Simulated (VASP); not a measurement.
Band structure of ZnF2 (rutile). Calculation: PBE GGA, VASP's PBE PAW potentials (set 64) (plane waves; VASP).

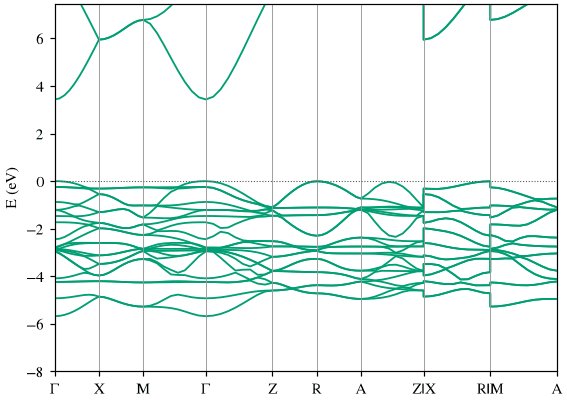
Fig. 1. Bands along high-symmetry lines, zero at the valence-band maximum or, without a gap, the Fermi level

Q: Read the plot: is there a gap, and where are the band edges?

A: The gap is direct, 3.43 eV, from the valence maximum at Γ to the conduction minimum at Γ. (Edges off the drawn lines would not show.)

Measured: gap 7.50 eV (computed value off by -4.07 eV), as given by Dominik Kurzydłowski et al., Inorganic Chemistry (2020), arXiv:1912.01850 [midpoint of the printed range].

The compound is ZnF2 in the rutile structure. It was relaxed first, which changed the volume by +6 %.
